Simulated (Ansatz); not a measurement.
**Cl$_{2}$FHSi···HCl: density, localisation and related maps**

Input file:

```
crystal:
  periodic: [false, false, false]
  atoms:
    - { symbol: Si, position_ang: [-0.906826, -0.140017, 0.26599] }
    - { symbol: F, position_ang: [0.307285, -1.249042, 0.41425] }
    - { symbol: Cl, position_ang: [-1.258481, 0.24987, -1.703814] }
    - { symbol: Cl, position_ang: [-0.421168, 1.521742, 1.340817] }
    - { symbol: H, position_ang: [-2.105055, -0.764053, 0.85362] }
    - { symbol: H, position_ang: [2.18639, -0.382893, -0.266773] }
    - { symbol: Cl, position_ang: [2.197855, 0.764392, -0.904091] }
basis:
  gaussian: { orbitals: def2-SVP }
hamiltonian:
  xc: b3lyp
  dispersion: d4
relax:
  f_tol: 0.03
  max_steps: 50
output:
  orbitals: {}
```

Run with:

```sh
ansatz run input.yaml --threads 2 --pin off --max-ram 3072MiB --backend cpu --events-out ev --progress --plain --runs-dir out
```

The fields are those of the relaxed geometry.

Method: RKS B3LYP-D4/def2-SVP in Ansatz.

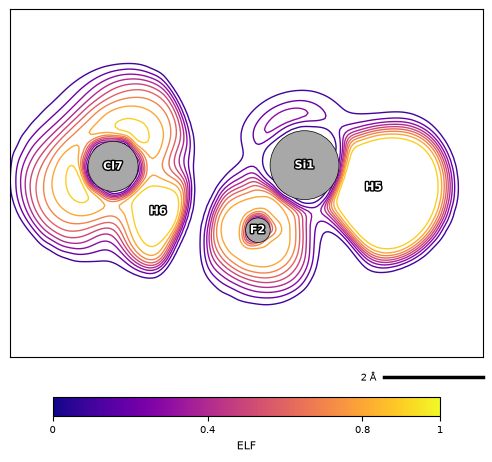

Figure 1. ELF on the plane of atoms F2, Si1 and H5. Grey discs cover the atomic cores.

Describe what can be read from this map.

- Atoms in the plane: Si, F, H and Cl.
- F2···H6 (2.06 Å): the ELF dips to about 0.05 between them.
- Si–F (1.63 Å): the ELF peaks at about 0.85 in the valence shell of F, 0.6 Å from its nucleus, and is about 0.45 at the midpoint.
- Cl–H (1.29 Å): the ELF climbs to about 1 towards the hydrogen, as it does in any bond to H.
- Si–H (1.47 Å): the ELF climbs to about 1 towards the hydrogen.
- The ELF also peaks beside F2 and Cl7, away from the bonds: lone-pair regions.

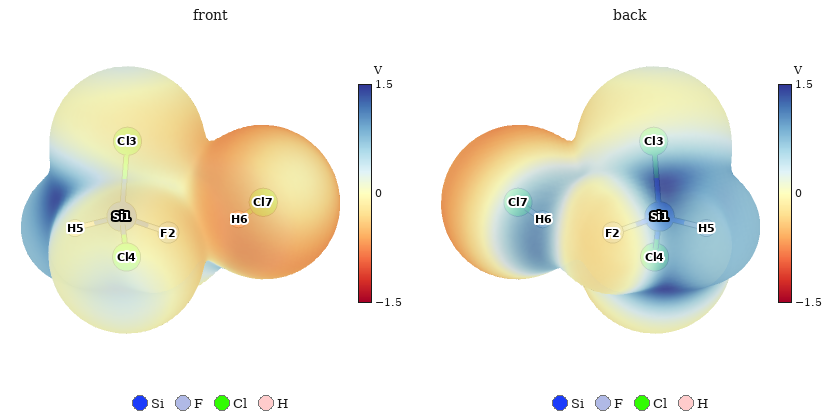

Figure 2. The molecular electrostatic potential painted on the density surface at 0.001 e/bohr³, seen from the front and from behind; red is negative and blue positive.

Which sites attract a positive test charge, and which a negative one?

A positive charge is drawn to the negative regions and a negative charge to the positive ones. The most negative region (about −0.7 V) lies over Cl7, the most positive (about +1.4 V) over Si1.

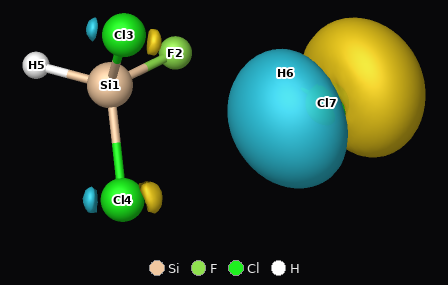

Figure 3. The HOMO−1 at ±0.1 Å⁻³ᐟ² (yellow and cyan are the two phases), seen at a tilt.

What is the character of this orbital?

It lies mainly on Cl7 (about 90 %); largely a lone pair of Cl7. Its energy is −8.44 eV.
